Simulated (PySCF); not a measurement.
# C₈H₈F₂O: what the fields show

```xyz
19

C     3.4273   -0.3903   -0.6630
C     2.2310    0.1396   -0.3656
C     0.9321   -0.5387   -0.2492
C    -0.0026    0.3894    0.0632
C    -1.4585    0.2008    0.2863
O    -1.7990   -1.1341    0.1050
C    -3.1513   -1.3916    0.3184
C     0.6573    1.6995    0.1597
F    -0.0044    2.8082    0.4502
C     1.9755    1.5573   -0.0910
F     2.9175    2.4851   -0.1022
H     4.3197    0.2382   -0.7174
H     3.5379   -1.4593   -0.8576
H     0.7566   -1.6020   -0.3949
H    -2.0258    0.8621   -0.4058
H    -1.7211    0.5500    1.3099
H    -3.4623   -1.1443    1.3530
H    -3.3210   -2.4636    0.1492
H    -3.7975   -0.8188   -0.3763
```

Geometry: PBE0-D3(BJ)/def2-SVP.

Level of theory: PBE0/pcSseg-1, SCF density, gas phase, non-relativistic in PySCF 2.14.0.

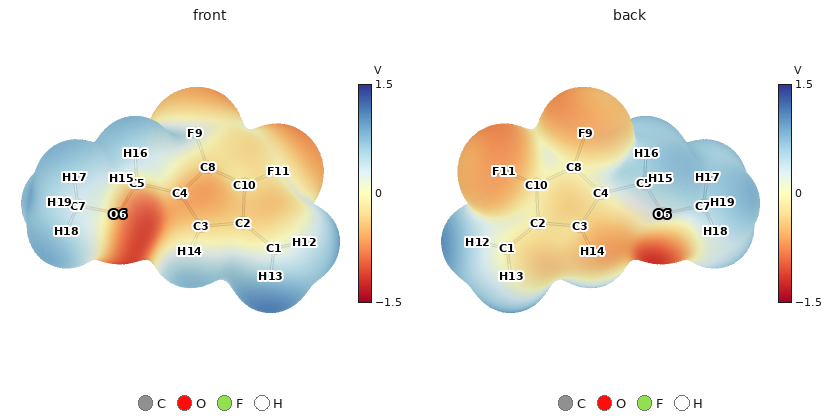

Figure 1. The molecular electrostatic potential painted on the density surface at 0.002 e/bohr³, seen from the front and from behind; the colour scale runs from red (negative) to blue (positive).

**Where is the surface potential most negative and most positive?**

The most negative region (about −1.2 V) lies over O6, the most positive (about +1.1 V) over H13. O6 is the likeliest acceptor of a hydrogen bond.

**How polar is the molecule by this calculation?**

Its dipole moment is 2.09 D.

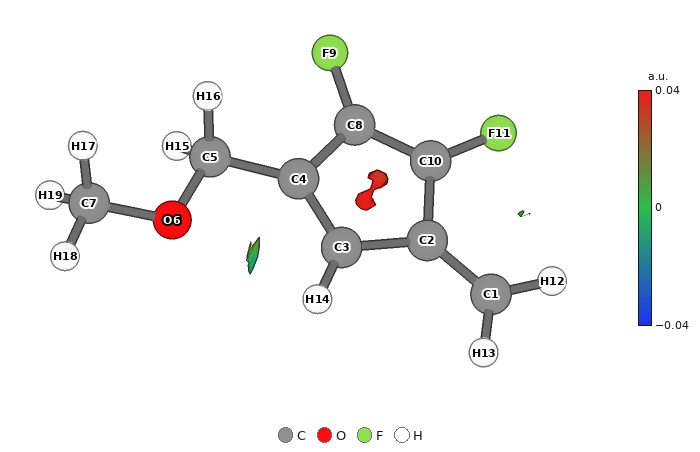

Figure 2. Non-covalent interaction (NCI) plot: the surface where the reduced density gradient is 0.5, for densities under 0.05 a.u., coloured by sign(λ₂)ρ; seen at a tilt.

**Identify the weak interactions.**

- Between C3 and H14 on one side and O6 and C5 on the other: a weak contact (green)
- Inside the ring or cage of C2, C3, C4, C8 and C10: steric crowding (red)

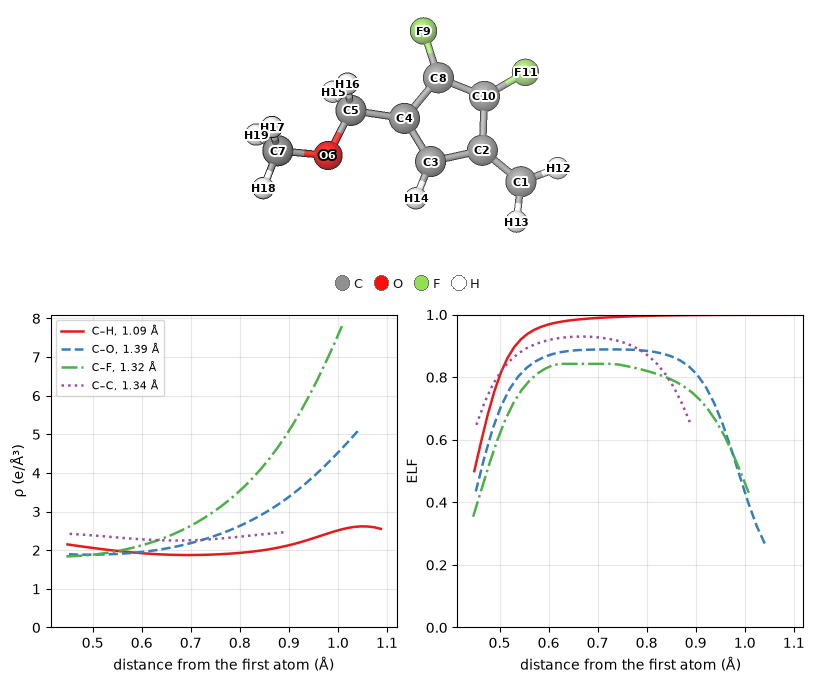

Figure 3. Total electron density and electron localisation function along straight lines between neighbouring atoms. The curves leave out the atomic cores. The structure is drawn too.

**What kind of bonding do the profiles show?**

C–H (1.09 Å): ρ is about 2 e/Å³ halfway; the ELF climbs to about 1 towards the hydrogen, as it does in any bond to H (an ordinary covalent bond to hydrogen).
C–O (1.39 Å): ρ is about 2.2 e/Å³ halfway, with its minimum of 1.9 e/Å³ about 0.5 Å from C; the ELF peaks at about 0.90 between the atoms, as expected for a polar covalent bond.
C–F (1.32 Å): ρ at the midpoint is about 2.4 e/Å³; the ELF peaks at about 0.85 between the atoms: a shared but strongly polarised pair.
C–C (1.34 Å): ρ is about 2.3 e/Å³ halfway; the ELF peaks at about 0.95 between the atoms (a short, multiple covalent bond).
